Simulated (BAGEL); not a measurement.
**A workflow on BSiH5 (boranylsilane)**

Wanted: the energy (HF/def2-SVP), then a single-point energy (NEVPT2(2,2)/def2-SVP), then a single-point energy (CASPT2(2,2)/def2-SVP) of BSiH5 (boranylsilane). 

Program for the calculation: BAGEL 1.2.2.

1 further run of the same task is left out (set aside as unsound or not needed).

## Step 1: The system as given

BSiH5: 7 atoms, total charge 0, spin state singlet. SMILES: `B[SiH3]`. One bond was lengthened or shortened from a relaxed shape.

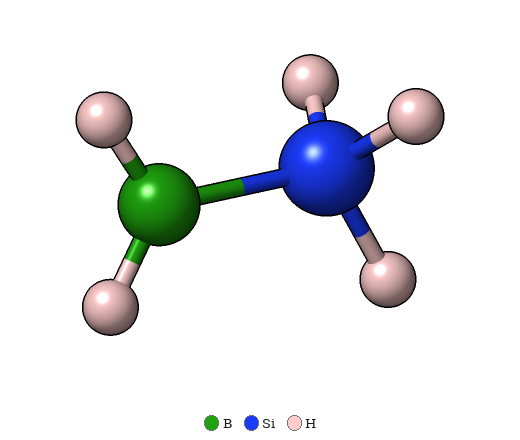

Viewed from a chosen angle; boron green, silicon blue, hydrogen pink.

## Step 2: The energy at HF/def2-SVP (density fitting with svp-jkfit) (run 1)

Contents of calc.json:

```json
{ "bagel" : [

{
  "title" : "molecule",
  "basis" : "svp",
  "df_basis" : "svp-jkfit",
  "angstrom" : false,
  "geometry" : [
    { "atom" : "B", "xyz" : [    -0.28151439,    -2.15954500,     0.02358945 ] },
    { "atom" : "Si", "xyz" : [    -0.03150362,     1.57134129,    -0.64310593 ] },
    { "atom" : "H", "xyz" : [    -2.32770984,    -3.10743162,     0.18572795 ] },
    { "atom" : "H", "xyz" : [     1.51296954,    -3.50786459,     0.27133255 ] },
    { "atom" : "H", "xyz" : [    -1.16407129,     2.06622654,    -2.69701713 ] },
    { "atom" : "H", "xyz" : [    -1.37831143,     2.95348698,     1.41310507 ] },
    { "atom" : "H", "xyz" : [     2.58652295,     2.57951018,    -0.81507100 ] }
  ]
},

{ "title" : "hf", "charge" : 0 },

{ "title" : "print", "file" : "orbitals.molden", "orbitals" : true }

]}
```

Started as:

```
$ BAGEL_NUM_THREADS=1 BAGEL calc.json > calc.out
```

Output:

```text
* using 1 threads per process

  ===============================================================
  ===============================================================

  *** Geometry ***

  { "atom" : "B", "xyz" : [     -0.281514,     -2.159545,      0.023589 ] },
  { "atom" : "Si", "xyz" : [     -0.031504,      1.571341,     -0.643106 ] },
  { "atom" : "H", "xyz" : [     -2.327710,     -3.107432,      0.185728 ] },
  { "atom" : "H", "xyz" : [      1.512970,     -3.507865,      0.271333 ] },
  { "atom" : "H", "xyz" : [     -1.164071,      2.066227,     -2.697017 ] },
  { "atom" : "H", "xyz" : [     -1.378311,      2.953487,      1.413105 ] },
  { "atom" : "H", "xyz" : [      2.586523,      2.579510,     -0.815071 ] },

  Number of auxiliary basis functions:      293

  Since a DF basis is specified, we compute 2- and 3-index integrals:
    o Being stored without compression. Storage requirement is 0.008 GB

  Number of basis functions:       57
  Number of electrons      :       24

    * METHOD: MOLECULE                             0.07

  *** RHF ***

  === Nuclear Repulsion ===
    48.5434076796

      * DIIS with orbital gradients will be used.

  === RHF iteration (svp) ===
      0       -316.30016669          0.01111646           0.01
      1       -316.34216060          0.00319049           0.01
      2       -316.34605910          0.00068057           0.01
[... 7 lines of this table left out ...]
     10       -316.34623394          0.00000001           0.01
    * SCF iteration converged.

    * Permanent dipole moment:
           (    0.036227,     0.189918,     0.071922) a.u.

    * METHOD: HF                                   0.17

    * METHOD: PRINT                                0.01

  ===============================================================
```

It took 0.46 s on 1 thread of Intel Xeon Platinum 8488C (Sapphire Rapids), shared host; peak memory 0.15 GiB.

## Step 3: A single-point energy at NEVPT2(2,2)/def2-SVP (density fitting with svp-jkfit) (run 2)

Contents of input.json:

```json
{ "bagel": [

{
  "title": "molecule",
  "basis": "svp",
  "df_basis": "svp-jkfit",
  "angstrom": false,
  "geometry": [
    { "atom": "B", "xyz": [ -0.28151439, -2.15954500,  0.02358945 ] },
    { "atom": "Si", "xyz": [ -0.03150362,  1.57134129, -0.64310593 ] },
    { "atom": "H", "xyz": [ -2.32770984, -3.10743162,  0.18572795 ] },
    { "atom": "H", "xyz": [  1.51296954, -3.50786459,  0.27133255 ] },
    { "atom": "H", "xyz": [ -1.16407129,  2.06622654, -2.69701713 ] },
    { "atom": "H", "xyz": [ -1.37831143,  2.95348698,  1.41310507 ] },
    { "atom": "H", "xyz": [  2.58652295,  2.57951018, -0.81507100 ] }
  ]
},
{
  "title": "hf"
},
{
  "title": "casscf",
  "nstate": 1,
  "nact": 2,
  "nclosed": 11,
  "nspin": 0,
  "active": [7, 16],
  "maxiter": 200,
  "natocc": true
},
{
  "title": "nevpt2",
  "nstate": 1,
  "nact": 2,
  "nclosed": 11,
  "nspin": 0,
  "active": [7, 16],
  "maxiter": 200,
  "natocc": true,
  "ncore": 6
},
{
  "title": "print",
  "file": "orbitals.molden",
  "orbitals": true
}

]}
```

Started as:

```
$ BAGEL_NUM_THREADS=1 BAGEL input.json > input.out
```

Output:

```text
* using 1 threads per process

  ===============================================================
  ===============================================================

  *** Geometry ***

[... 31 lines left out ...]
    * SCF iteration converged.
[... 1 line left out ...]
    * Permanent dipole moment:
[... 27 lines left out ...]
    * Second-order optimization converged. *
[... 9 lines left out ...]
     * ci vector, state   0, <S^2> = 0.0000
[... 3 lines left out ...]
    * METHOD: CASSCF                               0.89

    * freezing 6 orbitals

  === DF-NEVPT2 calculation ===

    * 3-index integral transformation done
    * assembly done

      NEVPT2 correlation energy:   -0.1765656546      0.03

          (+0)     -0.1289579064
          (+0)'    -0.0104025749
          (+1)     -0.0037408700
          (+1)'    -0.0000000000
          (+2)     -0.0001870589
          (-1)     -0.0244990411
          (-1)'     0.0000000000
          (-2)     -0.0087782034

      NEVPT2 total energy:       -316.5327982299

    * METHOD: NEVPT2                               0.06

    * METHOD: PRINT                                0.01

  ===============================================================
```

Wall time 1.4 s (1 thread of Intel Xeon Platinum 8488C (Sapphire Rapids), shared host); peak memory 0.15 GiB.

## Step 4: A single-point energy at CASPT2(2,2)/def2-SVP (density fitting with svp-jkfit) (run 3)

Contents of caspt2.json:

```json
{ "bagel": [

{
  "title": "molecule",
  "basis": "svp",
  "df_basis": "svp-jkfit",
  "angstrom": false,
  "geometry": [
    { "atom": "B", "xyz": [ -0.28151439, -2.15954500,  0.02358945 ] },
    { "atom": "Si", "xyz": [ -0.03150362,  1.57134129, -0.64310593 ] },
    { "atom": "H", "xyz": [ -2.32770984, -3.10743162,  0.18572795 ] },
    { "atom": "H", "xyz": [  1.51296954, -3.50786459,  0.27133255 ] },
    { "atom": "H", "xyz": [ -1.16407129,  2.06622654, -2.69701713 ] },
    { "atom": "H", "xyz": [ -1.37831143,  2.95348698,  1.41310507 ] },
    { "atom": "H", "xyz": [  2.58652295,  2.57951018, -0.81507100 ] }
  ]
},
{ "title": "hf", "charge": 0 },
{ "title": "casscf", "nstate": 1, "nact": 2, "nclosed": 11, "charge": 0, "active": [7, 16], "maxiter": 200, "natocc": true },
{ "title": "print", "file": "orbitals.molden", "orbitals": true },
{ "title": "smith", "method": "caspt2", "ms": true, "xms": true, "sssr": true, "shift": 0.2, "shift_imag": true, "ncore": 6 }

]}
```

Started as:

```
$ BAGEL_NUM_THREADS=1 BAGEL caspt2.json > caspt2.out
```

Output:

```text
* using 1 threads per process

  ===============================================================
  ===============================================================

  *** Geometry ***

[... 33 lines left out ...]
    * Permanent dipole moment:
[... 37 lines left out ...]
     * ci vector, state   0, <S^2> = 0.0000
[... 21 lines left out ...]
       #      aibj      arbs      arbi      airj      risj      airs      arst      rist         Etot      error   time
[... 9 lines left out ...]
      ------------------------------------------------------------------------------------------------------------------

    * CASPT2 energy : state  0     -316.5365122382
        w/o shift correction       -316.5351566887
        reference weight              0.9315216679

    * METHOD: SMITH                                0.13

  ===============================================================
```

Wall time 1.4 s (1 thread of Intel Xeon Platinum 8488C (Sapphire Rapids), shared host); peak memory 0.15 GiB.

## Step 5: Summary of results

```
                                 quantity          value
         run 1, HF/def2-SVP: total energy  -316.34623 Eh
        run 1, HF/def2-SVP: dipole moment         0.52 D
          run 1, HF/def2-SVP: HOMO energy      -11.42 eV
          run 1, HF/def2-SVP: LUMO energy        1.32 eV
        run 1, HF/def2-SVP: HOMO–LUMO gap       12.74 eV
run 2, NEVPT2(2,2)/def2-SVP: total energy  -316.53280 Eh
run 3, CASPT2(2,2)/def2-SVP: total energy  -316.53651 Eh
```
